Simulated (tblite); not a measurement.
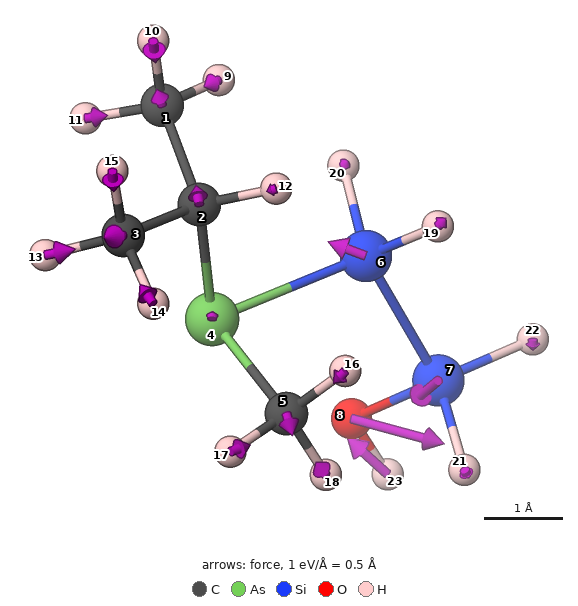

Starting geometry of C4H15AsOSi2 with the computed forces as purple arrows. Style: ball-and-stick. Shown from a free direction.

Method: GFN2-xTB geometry optimisation, gas phase (tblite). 

Question: What follows when this structure is relaxed?

Answer: It isn't relaxed: the largest force vector, on O8, is 2.64 eV/Å. The final displacements have little in common with the starting forces (cosine between the two patterns 0.18). H23 moves most after the best rigid fit: 1.39 Å. Largest moves by element: H 1.39 Å, O 1.22 Å, C 0.29 Å, Si 0.26 Å, As 0.21 Å. Among the contacts that change: Si7–O8 1.725 → 1.642 Å, Si6–Si7 2.239 → 2.304 Å, O8–H23 0.989 → 0.954 Å, C1–H10 1.121 → 1.091 Å. Bond angles that change, for instance: Si7–O8–H23 105.1° → 122.1°, Si6–Si7–O8 109.4° → 95.2°, Si6–Si7–H21 109.4° → 119.7°. Groups turn about Si6–Si7 by about 50°. After 155 geometry steps the energy has fallen by 12.3 kcal/mol.
